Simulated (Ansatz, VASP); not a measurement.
# NbSi in two plane-wave programs, part 2 of 2

One calculation is typed for both programs; each brings its own data sets. How far apart do they land? The cell is invented: As first built, before any earlier steps moved the atoms (in the runner's words): it takes the TaC structure with all of its atoms replaced by other elements, volume scaled by an estimate. It may not be a known or stable phase. The cell is taken from a series of VASP runs on this material, whose earlier steps may have relaxed, scaled or displaced it; both programs get it as it stands. Valence electrons are named where the data sets of a main pair hold unlike numbers.

VASP 6.6.1 and Ansatz 0.2.0.

So far: The structure; Ansatz: band structure, HSE06.

**3. VASP: band structure, HSE06**

Level of this step: HSE06; plane waves and PAW (Nb_sv, Si); invented cell (VASP).

The same cell, functional, mesh and smearing now go to VASP, with its own data sets.

Lines of VASP's logs that name or quote its potential files are left out, and so is its time.

The run reads the wave functions of an earlier VASP run, which isn't shown here.

INCAR reads:

```
SYSTEM = NbSi
PREC = Accurate
ENCUT = 400
EDIFF = 1E-06
NELM = 100
ISMEAR = 0
SIGMA = 0.02
LREAL = .FALSE.
ALGO = Normal
LHFCALC = .TRUE.
AEXX = 0.25
GGA = PE
HFSCREEN = 0.2
LASPH = .TRUE.
PRECFOCK = Fast
LORBIT = 11
LWAVE = .FALSE.
LCHARG = .FALSE.
KPAR = 4
```

POSCAR reads:

```
NbSi
1.0
    0.0000000000      2.5712175395      2.5712175395
    2.5712175395      0.0000000000      2.5712175395
    2.5712175395      2.5712175395      0.0000000000
Nb Si
1 1
Direct
    0.0000000000      0.0000000000      0.0000000000
    0.5000000000      0.5000000000      0.5000000000
```

KPOINTS reads:

```
Automatic mesh
0
Gamma
5 5 5
0 0 0
```

KPOINTS_OPT reads:

```
Line mode
10
Line-mode
Reciprocal
  0.00000000   0.00000000   0.00000000 GAMMA
  0.50000000   0.00000000   0.50000000 X

  0.50000000   0.00000000   0.50000000 X
  0.50000000   0.25000000   0.75000000 W

  0.50000000   0.25000000   0.75000000 W
  0.37500000   0.37500000   0.75000000 K

  0.37500000   0.37500000   0.75000000 K
  0.00000000   0.00000000   0.00000000 GAMMA

  0.00000000   0.00000000   0.00000000 GAMMA
  0.50000000   0.50000000   0.50000000 L

  0.50000000   0.50000000   0.50000000 L
  0.62500000   0.25000000   0.62500000 U

  0.62500000   0.25000000   0.62500000 U
  0.50000000   0.25000000   0.75000000 W

  0.50000000   0.25000000   0.75000000 W
  0.50000000   0.50000000   0.50000000 L

  0.50000000   0.50000000   0.50000000 L
  0.37500000   0.37500000   0.75000000 K

  0.62500000   0.25000000   0.62500000 U
  0.50000000   0.00000000   0.50000000 X
```

The projector-augmented-wave data sets are Nb_sv and Si (PBE family, release 64).

Run with:

```bash
mpirun -np 4 vasp_std
```

Numbers of over 12 decimals in the logs are rounded to 6 here.

Log:

```text
[banner, memory and clock lines left out]
running    4 mpi-ranks, on    1 nodes
 distrk:  each k-point on    1 cores,    4 groups
 distr:  one band on    1 cores,    1 groups

 POSCAR found type information on POSCAR NbSi
 POSCAR found :  2 types and       2 ions
 LDA part: xc-table for (Slater+PW92), standard interpolation
 found WAVECAR, reading the header
 POSCAR, INCAR and KPOINTS ok, starting setup
 FFT: planning ... GRIDC
 FFT: planning ... GRID_SOFT
 FFT: planning ... GRID
 reading WAVECAR
 the WAVECAR file was read successfully
 initial charge from wavefunction
 entering main loop
       N       E                     dE             d eps       ncg     rms          rms(c)
DAV:   1    -0.187032110836E+02   -0.18703E+02   -0.47747E-01   356   0.707E+00    0.314E+00
DAV:   2    -0.186922534881E+02    0.10958E-01   -0.27911E-02   324   0.213E+00    0.184E+00
DAV:   3    -0.186906301916E+02    0.16233E-02   -0.15453E-02   364   0.117E+00    0.103E+00
DAV:   4    -0.186908309695E+02   -0.20078E-03   -0.10016E-03   312   0.231E-01    0.591E-01
DAV:   5    -0.186906568809E+02    0.17409E-03   -0.21990E-04   288   0.136E-01    0.332E-01
DAV:   6    -0.186906360758E+02    0.20805E-04   -0.96366E-05   324   0.675E-02    0.184E-01
DAV:   7    -0.186906316355E+02    0.44403E-05   -0.87754E-06   280   0.225E-02    0.104E-01
DAV:   8    -0.186906287272E+02    0.29083E-05   -0.27042E-06   256   0.154E-02    0.585E-02
DAV:   9    -0.186906283380E+02    0.38919E-06   -0.80604E-07   132   0.786E-03
   1 F= -.18690628E+02 E0= -.18690239E+02  d E =-.778888E-03
 Start KPOINTS_OPT (optional k-point list driver)
k-point batch [1-10\100]
       N       E                     dE             ncg
DAV:   1    -0.460963852419E+03   -0.36388E+04      240
DAV:   2    -0.180483218012E+04   -0.13439E+04      300
DAV:   3    -0.188497172804E+04   -0.80140E+02      360
DAV:   4    -0.189041613356E+04   -0.54444E+01      380
DAV:   5    -0.189080009700E+04   -0.38396E+00      392
DAV:   6    -0.189082935021E+04   -0.29253E-01      368
DAV:   7    -0.189083199020E+04   -0.26400E-02      376
DAV:   8    -0.189083228773E+04   -0.29753E-03      372
DAV:   9    -0.189083232331E+04   -0.35580E-04      272
DAV:  10    -0.189083232811E+04   -0.48023E-05      252
DAV:  11    -0.189083232910E+04   -0.98502E-06      204
[...]
k-point batch [91-100\100]
       N       E                     dE             ncg
DAV:   1    -0.573917205693E+03   -0.66057E+04      240
DAV:   2    -0.184172920764E+04   -0.12678E+04      308
DAV:   3    -0.190839688717E+04   -0.66668E+02      388
DAV:   4    -0.191316076473E+04   -0.47639E+01      364
DAV:   5    -0.191354113485E+04   -0.38037E+00      424
DAV:   6    -0.191357770538E+04   -0.36571E-01      404
DAV:   7    -0.191358161708E+04   -0.39117E-02      420
DAV:   8    -0.191358210933E+04   -0.49224E-03      380
DAV:   9    -0.191358217492E+04   -0.65593E-04      360
DAV:  10    -0.191358218431E+04   -0.93938E-05      264
DAV:  11    -0.191358218575E+04   -0.14330E-05      240
DAV:  12    -0.191358218597E+04   -0.22386E-06      232
```

Parts of OUTCAR (step 3):

```text
ion  position               nearest neighbor table
   1  0.000  0.000  0.000-   2 2.57   2 2.57   2 2.57   2 2.57   2 2.57   2 2.57
   2  0.500  0.500  0.500-   1 2.57   1 2.57   1 2.57   1 2.57   1 2.57   1 2.57

  LATTYP: Found a face centered cubic cell.
 ALAT       =     5.1424350790

 Subroutine GETGRP returns: Found 48 space group operations
 (whereof 48 operations were pure point group operations)

The static configuration has the point symmetry O_h .

 Found     10 irreducible k-points:

   k-points           NKPTS =     10   k-points in BZ     NKDIM =    125   number of bands    NBANDS=     12

   dimension x,y,z NGX =    24 NGY =   24 NGZ =   24
   dimension x,y,z NGXF=    48 NGYF=   48 NGZF=   48

   ENCUT  =  400.0 eV  29.40 Ry    5.42 a.u.   5.93  5.93  5.93*2*pi/ulx,y,z

   NELECT =      17.0000    total number of electrons

 k-points in reciprocal lattice and weights: Automatic mesh
   0.00000000  0.00000000  0.00000000       0.008
   0.20000000  0.00000000  0.00000000       0.064
   0.40000000  0.00000000  0.00000000       0.064
   0.20000000  0.20000000  0.00000000       0.048
   0.40000000  0.20000000  0.00000000       0.192
  -0.40000000  0.20000000  0.00000000       0.192
  -0.20000000  0.20000000  0.00000000       0.096
   0.40000000  0.40000000  0.00000000       0.048
  -0.40000000  0.40000000  0.00000000       0.096
  -0.40000000  0.40000000  0.20000000       0.192

  exchange ACFDT corr.  =         0.00000000  see jH, gK, PRB 81, 115126

 average (electrostatic) potential at core
       1 -73.7509       2 -74.9195

 E-fermi :  10.1216

 k-point     1 :       0.0000    0.0000    0.0000
  band No.  band energies     occupation
    ...
      6       8.8657      2.00000
      7       8.8657      2.00000
      8       8.8657      2.00000
      9       9.2968      2.00000
     10       9.2968      2.00000
     11      12.9859      0.00000
     12      12.9859      0.00000

 k-point     2 :       0.2000    0.0000    0.0000
  band No.  band energies     occupation
    ...
      6       7.3287      2.00000
      7       7.8402      2.00000
      8       7.8402      2.00000
      9       9.7582      2.00000
     10       9.7582      2.00000
     11      12.5636      0.00000
     12      15.2935      0.00000

 k-point     3 :       0.4000    0.0000    0.0000
  band No.  band energies     occupation
    ...
      4     -23.6672      2.00000
      5       1.0961      2.00000
      6       4.4126      2.00000
      7       6.6098      2.00000
      8       6.6098      2.00000
      9      11.5877      0.00000
     10      11.5878      0.00000
     11      13.0069      0.00000
     12      16.0374      0.00000

  energy-cutoff  :      400.00
  volume of cell :       34.00
      direct lattice vectors                 reciprocal lattice vectors
     0.000000000  2.571217540  2.571217540    -0.194460403  0.194460403  0.194460403
     2.571217540  0.000000000  2.571217540     0.194460403 -0.194460403  0.194460403
     2.571217540  2.571217540  0.000000000     0.194460403  0.194460403 -0.194460403

 POSITION                                       TOTAL-FORCE (eV/Angst)
 -----------------------------------------------------------------------------------
      0.00000      0.00000      0.00000         0.000000      0.000000      0.000000
      2.57122      2.57122      2.57122        -0.000000     -0.000000     -0.000000
 -----------------------------------------------------------------------------------
    total drift:                                0.000000     -0.000001      0.000001

  FREE ENERGIE OF THE ION-ELECTRON SYSTEM (eV)
  ---------------------------------------------------
  free  energy   TOTEN  =       -18.6906283380 eV

  energy  without entropy=      -18.6898494505  energy(sigma->0) =      -18.69023889

 total charge
# of ion       s       p       d       tot
------------------------------------------
    1        2.133   6.008   2.516  10.657
    2        0.804   0.989   0.000   1.793
--------------------------------------------------
tot          2.937   6.997   2.516  12.451

[... 3 further parts left out ...]
```

This run has no spin polarisation. Its electron count is odd, so without a moment it is a metal by construction. The k-mesh is coarse for exact exchange; levels may shift by about 0.1 eV on a finer one. The k-mesh is coarse for a metal. Spin-orbit coupling is off here; it would split degenerate levels. The PAW data sets were made with PBE, which is usual practice but a small mismatch for other functionals.

**4. Comparison**

Known differences besides the potentials themselves: exact exchange at q = 0 is treated differently, which shows on coarse meshes; VASP keeps PBE cores, Ansatz makes them for the functional; the cutoff is 420 eV in Ansatz and 400 eV in VASP; VASP takes a coarser grid for exact exchange (PRECFOCK = Fast). Total energies have different zeros and are not compared.

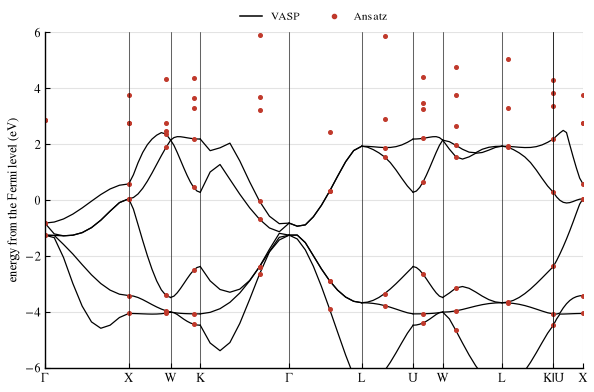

Bands from VASP (lines) and levels from Ansatz (dots). Dots without a line are higher empty bands that the VASP plot leaves out.

Levels from 3 eV below to 2 eV above the Fermi level differ by 3 meV r.m.s. and 8 meV at most; each VASP level is matched to the nearest of Ansatz, which flatters the figure a little.

**5. Summary of results**

```yaml
r_m_s_difference_of_levels_near_the_fermi_level_band_structure_hse06: 3.4 meV
```

**Reading.** The r.m.s. difference of levels near the Fermi level is 3.4 meV (band structure, HSE06), within the 80 meV picked in this series as the mark of a large difference. Such differences can come from data sets, numerical settings and the points named under the comparisons, not from the functional's error against experiment.

[Lines on the potential files, build, host, timing and source positions are cut from VASP's logs without a mark.]

[Logs are printed without paths, hosts, clocks, repeated set-up lines and the standing remarks that a program may print on its own settings, such as how far it seeks lower states.]

[Hosts, paths, dates, database ids (printed as entryN), source tags and the programs' standing remarks are cut or masked in the printed files.]
